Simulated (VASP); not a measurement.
Given:

```
TlBr
1.0
    5.30187     0.00000     0.00000
   -2.65093     4.59155     0.00000
    0.00000     0.00000     8.59514
Tl Br
2 2
Direct
  0.33333   0.66667   0.99986
  0.66667   0.33333   0.49986
  0.33333   0.66667   0.37514
  0.66667   0.33333   0.87514
```

Level of theory: PBE GGA, VASP's PBE PAW potentials (set 64) (plane waves; VASP). Run with 400 eV cut-off, 6×6×3 Γ-centred mesh, tetrahedra with Blöchl corrections, potentials Tl_d Br.

Unless said otherwise, spin-orbit coupling is left out, though it shifts the bands of the heavy elements here.

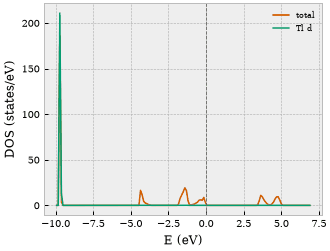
Fig. 1. Total and projected density of states, zero at the valence-band maximum

Within 2 eV below the valence-band maximum the largest weight inside VASP's projection spheres is Br p.

It has a band gap.

The structure was generated: TlBr was put into the wurtzite type (P6_3mc), which need not be its known phase. It was relaxed first, which changed the volume by +83 %.
